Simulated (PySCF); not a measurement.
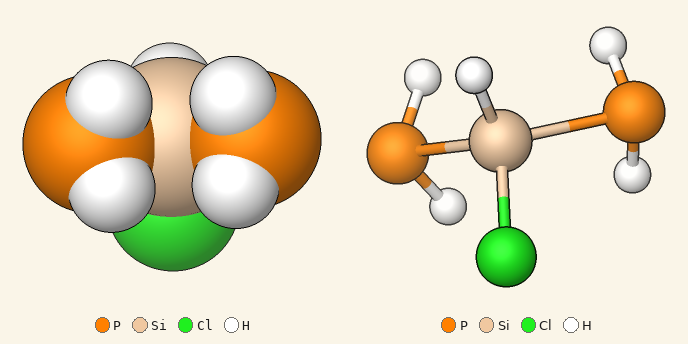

The same structure drawn twice, from different directions.

The computed structure is the end point of a PBE0-D3(BJ)/def2-SVP optimisation. No frequency run is at hand to confirm it as a minimum.

Description:

It has 9 atoms: 1 chlorine, 5 hydrogen, 2 phosphorus and 1 silicon (ClH₅P₂Si). Its SMILES string is `P[SiH](P)Cl`. It has no ring. Among its groups: Si–H bond. This geometry has Cs symmetry. Coordination: 2 P trigonal pyramidal; 1 Si tetrahedral.

The parts below concern this one geometry. Atoms keep their numbers from picture to picture.

### Shape

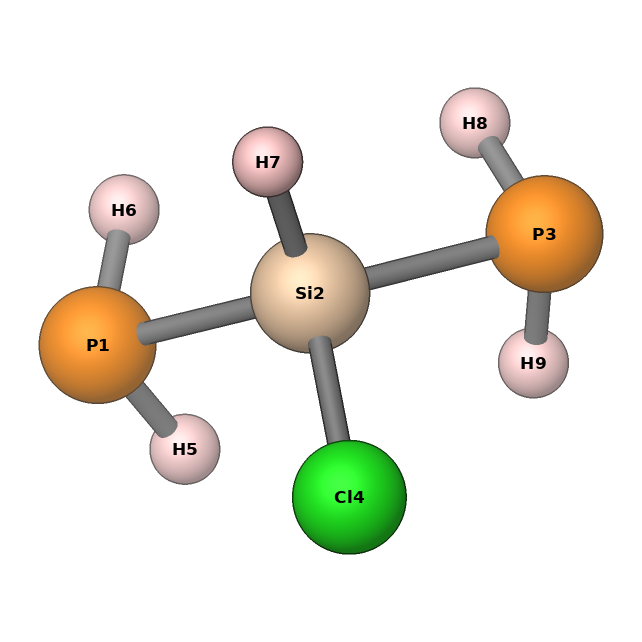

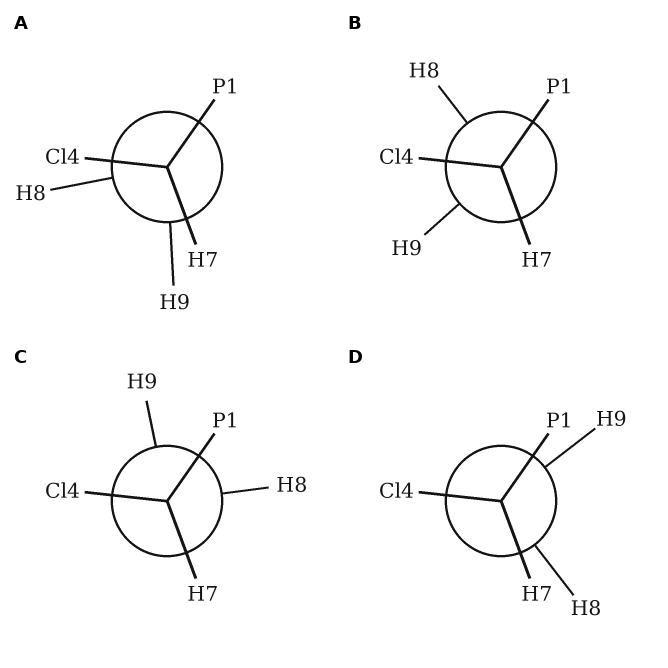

Distant atoms are faded towards the background colour. Bonds that would overlap in a projection are set slightly apart. No frequency run is at hand to confirm it as a minimum.

Which Newman projection shows the view along Si2–P3, with Si2 in front?

C. The torsion angle Cl4–Si2–P3–H8 is 166°, antiperiplanar (anti).

### Levels of theory compared

No frequency run is at hand to confirm it as a minimum. Program: PySCF 2.14.0.

Compare dipole (D), HOMO–LUMO gap (eV) at these levels: B3LYP/def2-SVPD; BHandHLYP/def2-SVPD; CAM-B3LYP/def2-SVPD; HF/def2-SVPD; LC-wPBE/def2-SVPD; LDA/def2-SVPD; PBE/def2-SVPD; PBE0/6-31G*; PBE0/def2-SVP; PBE0/def2-SVPD; PBE0/def2-TZVP; ωB97X-D/def2-SVPD.

| level | dipole (D) | HOMO–LUMO gap (eV) |
| --- | --- | --- |
| B3LYP/def2-SVPD | 1.97 | 6.32 |
| BHandHLYP/def2-SVPD | 2.08 | 8.50 |
| CAM-B3LYP/def2-SVPD | 2.06 | 8.92 |
| HF/def2-SVPD | 2.19 | 11.87 |
| LC-wPBE/def2-SVPD | 2.18 | 11.29 |
| LDA/def2-SVPD | 2.00 | 4.81 |
| PBE/def2-SVPD | 1.93 | 4.89 |
| PBE0/6-31G* | 2.54 | 6.88 |
| PBE0/def2-SVP | 2.15 | 7.01 |
| PBE0/def2-SVPD | 2.05 | 6.74 |
| PBE0/def2-TZVP | 1.92 | 6.74 |
| ωB97X-D/def2-SVPD | 2.07 | 10.15 |

### Excitation

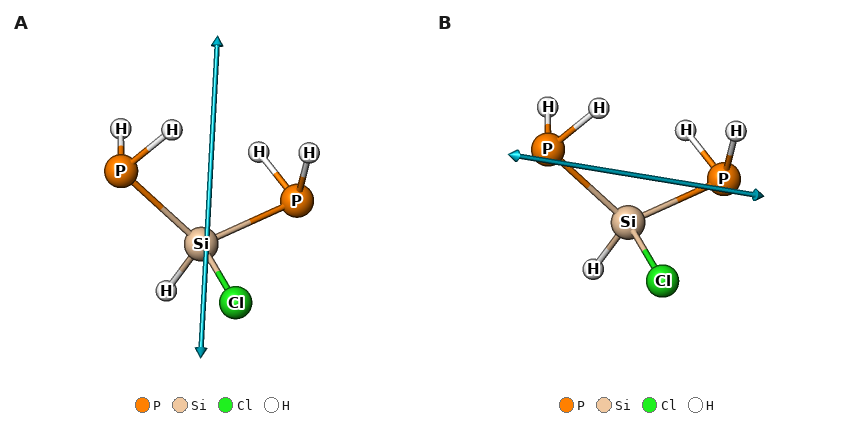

The double arrows show the directions of two transition dipoles from the ground state (lengths mean nothing). No frequency run is at hand to confirm it as a minimum. Properties computed with TDDFT ωB97X-D/def2-SVPD, vertical, gas phase, core orbitals frozen in the response (PySCF 2.14.0).

One belongs to singlet state 5 and one to singlet state 8. Which is which?

A: state 8, 7.41 eV (167 nm), oscillator strength 0.049, mainly HOMO−2 → LUMO (weight 0.53).
B: state 5, 7.02 eV (177 nm), oscillator strength 0.067, mainly HOMO → LUMO+4 (weight 0.80).

### Polarisability

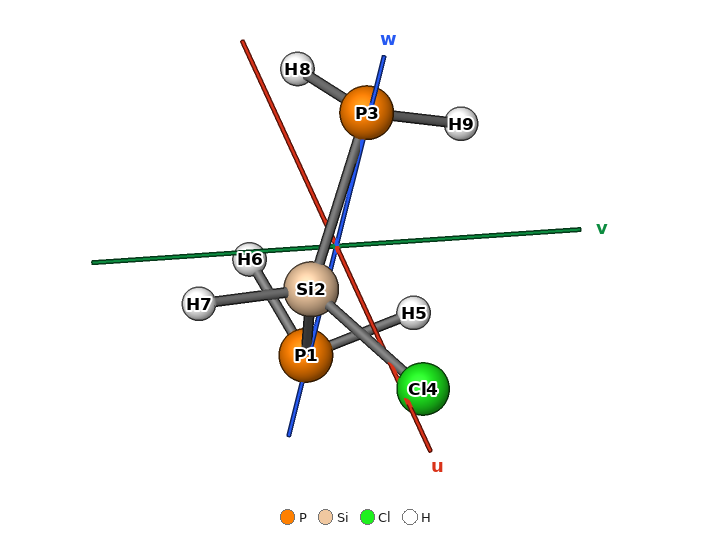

The lines u, v and w are the principal axes of the static dipole polarisability. No frequency run is at hand to confirm it as a minimum. Method: PBE0/def2-SVPD (PySCF 2.14.0).

Along which axis is the molecule most polarisable, and along which least?

Most along w (close to the long direction P1···P3), least along v.

Give the three principal values.

u 97.7, v 80.6, w 115.7 bohr³; mean 98.0, anisotropy 30.4 bohr³.
